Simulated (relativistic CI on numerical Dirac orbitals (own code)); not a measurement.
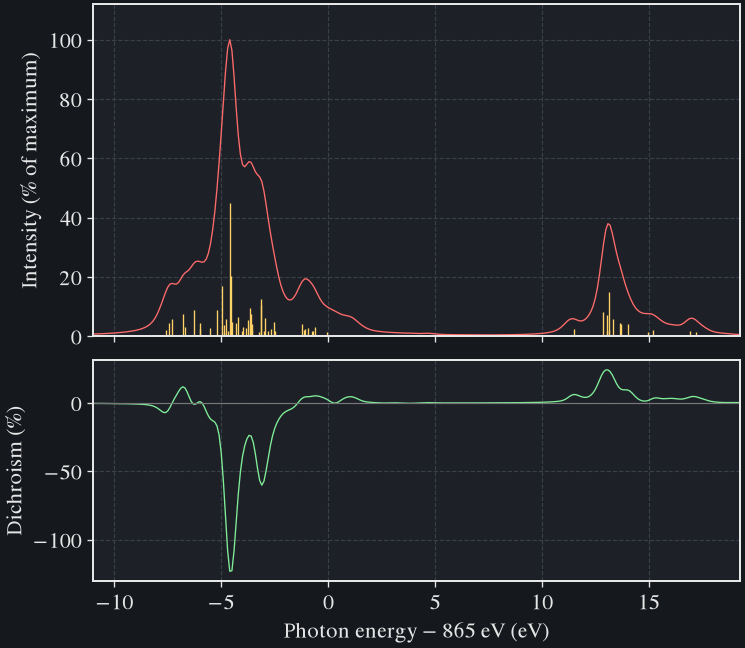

L₂,₃ X-ray absorption of Ni⁴⁺ (nickel, Z = 28), [Ar] 3d⁶, in a field of Oh symmetry with 10Dq = 11,300 cm⁻¹. Sticks are the strongest transitions, on a scale of their own. Multiplet model: relativistic Dirac–Coulomb–Breit theory, one configuration a step, Slater integrals scaled by 0.8, 80 K, Voigt broadening (Lorentzian 0.6 eV, Gaussian 0.3 eV full widths), computed with a radial Dirac CI code. Dichroism is for the ground state at zero temperature, magnetised by an exchange field of 10 meV on Sz.

**Give the peaks, the centroid and the ground-state spin.**

The main maxima lie at 860.4 eV (100), 861.3 eV (59), 864.0 eV (19) and 878.1 eV (38), heights in % of the largest; the centroid is at 864.7 eV. The lower edge holds 0.79 of the intensity (branching ratio, edges parted at 872 eV, split at the minimum of the curve and uncertain by about 0.02), and the core spin-orbit splitting of the orbitals is 18.1 eV. The ground state has S = 2.00. The circular dichroism (Δm = −1 less Δm = +1) is largest at 860.4 eV, −123 % of the isotropic maximum; its integrals over the lower and upper edge are −0.135 and 0.043 of the sum over the three polarisations. The magnetised ground state has ⟨Lz⟩ = −0.71 and ⟨Sz⟩ = −1.64.

Limits of the model: free-ion energies, so absolute edge positions are off by a few eV from solids.
